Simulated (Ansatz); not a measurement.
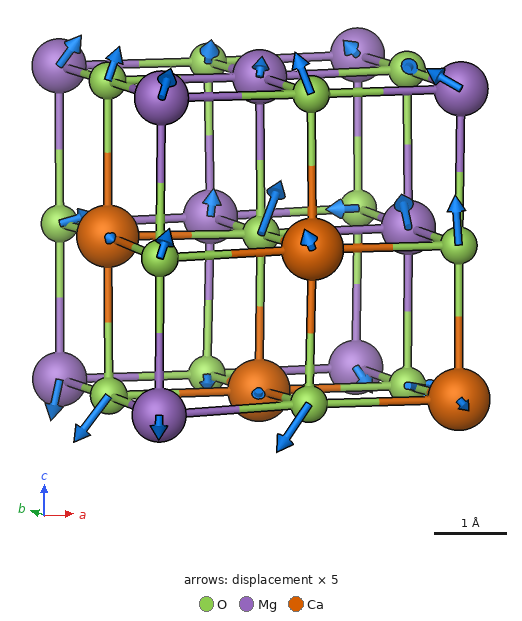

A relaxation of solid O₃₂Mg₂₂Ca₁₀ (a generated structure, set up in P1). The starting structure is drawn; blue arrows show the displacements (the part carried along by the change of the cell is left out), magnified 5 times.

Style: ball-and-stick. Shown: the atoms within 4.2 Å of the atom that moves most (axes of the cell of the calculation), slightly off an axis.

Level of theory: DFT, PBEsol, PAW, plane waves (Ansatz). Settings: plane-wave cutoff 420 eV; k-point mesh 1 × 1 × 1; mesh shifted by (0.5, 0.5, 0.5); no spin polarisation; cell relaxed at fixed shape; force threshold 0.03 eV/Å; at most 80 steps.

**Describe the change and its energy.**

The energy falls by 60.5 meV per atom in 7 geometry steps. Largest force component: 1.8 eV/Å at the start, 0.0013 eV/Å at the end. The pressure goes from 4.92 to 0.00 GPa. The atom that moves furthest relative to the cell is an O atom (0.19 Å along [2 2 3]). By element the largest moves are O 0.19 Å, Mg 0.15 Å, Ca 0.07 Å. The drawn cell changes as follows: a = b = c 8.772 → 8.832 Å (+0.7 %); the volume changes by +2.1 %. Some distances before and after: Ca–O 2.166 → 2.377 Å, Ca–Mg 3.051 → 3.246 Å, Ca–O 2.156 → 2.349 Å, Ca–O 2.186 → 2.373 Å. Among the angles between lasting bonds that change: Ca–O–Ca 91.4° → 85.2°, Ca–O–Ca 90.3° → 84.5°, Mg–O–Ca 178.7° → 173.7°. The space group stays P1 (No. 1). Cost: 32 s on 7 threads of Arm Neoverse-V2, peak memory 1.4 GiB.
